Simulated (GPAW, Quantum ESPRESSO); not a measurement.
Consider Mo (Im-3m).

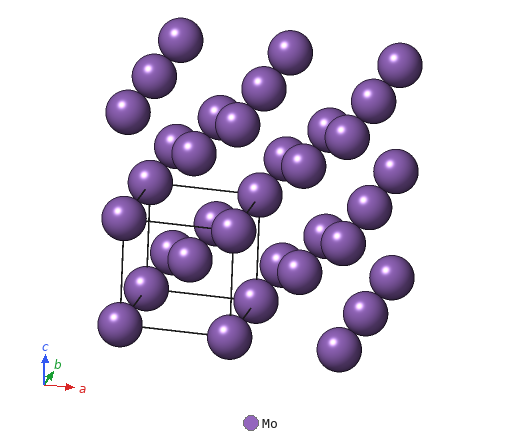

The structure (molybdenum purple). 2×2×2 conventional cells are drawn. Some periodic images of atoms are drawn too.

```
Mo
1.0
    -1.57342    1.57342    1.57342
     1.57342   -1.57342    1.57342
     1.57342    1.57342   -1.57342
Mo
1
Direct
  0.00000 0.00000 0.00000
```

Absorber: atom 1, with 8 Mo at 2.73 Å and 6 Mo at 3.15 Å (cube and octahedron, as in bcc, site symmetry m-3m). Method: Quantum ESPRESSO XSpectra, PBE, excited-electron core hole (neutral cell), 8-atom cell with 5.5 Å between holes, 5×5×5 k points, dipole transitions, Lorentzian half width 0.89 eV.

Question: Where do the maxima of the Mo L₃ edge fall?

Main maxima up to 30 eV above the zero (height): 1.0 eV (2.86), 13.2 eV (0.83), 19.4 eV (0.73) and 28.1 eV (0.64). At an L edge the dipole rule selects empty d (and weakly s) states on the absorber, and the strong line at the onset measures the empty part of its d band. 

The Mo L₃ spectrum (energy from the energy zero of the input (xe0, at the border of filled and empty states); intensity scaled to a mean of 1 over the first 20 eV; the points at xe0, where the cut of filled states can leave a spike, are interpolated):

| E (eV) | intensity |
| --- | --- |
| -2.0 | 0.36 |
| -0.5 | 1.25 |
| 1.0 | 2.86 |
| 2.5 | 2.16 |
| 4.0 | 1.15 |
| 5.5 | 0.74 |
| 7.0 | 0.53 |
| 8.5 | 0.47 |
| 10.0 | 0.56 |
| 11.5 | 0.81 |
| 13.0 | 0.83 |
| 14.5 | 0.72 |
| 16.0 | 0.71 |
| 17.5 | 0.61 |
| 19.0 | 0.72 |
| 20.5 | 0.57 |
| 22.0 | 0.45 |
| 23.5 | 0.51 |
| 25.0 | 0.56 |
| 26.5 | 0.59 |
| 28.0 | 0.64 |
| 29.5 | 0.57 |
| 31.0 | 0.55 |

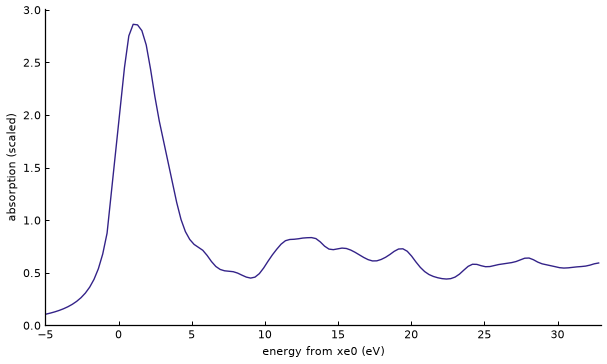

The Mo L₃ edge.

Only the L₃ part is meant: spin–orbit coupling of the core level isn't computed and the L₂ copy isn't added. XSpectra leaves a spike where filled states are cut (about half a line width round xe0); it is interpolated away in tables and plots. The holes are only 5.5 Å apart, so the shape is probably not converged with cell size; no larger cell was run here. The structure is a published determination, not relaxed.

[Banner, clock and machine lines of the logs are left out without a mark of their own.]

[Logs are printed without paths, hosts, clocks, repeated set-up lines and the standing remarks that a program may print on its own settings, such as how far it seeks lower states.]

[Hosts, paths, dates, database ids (printed as entryN), source tags and the programs' standing remarks are cut or masked in the printed files.]

[Lists of maxima count a maximum above −3 eV only where it reaches 4 % of the highest in the window and stands out from its surroundings by 2 % of it (1.5 % where it reaches 55 %); shoulders and weaker maxima are passed over, and of the rest the first, up to two pre-edge ones and the few strongest are named.]
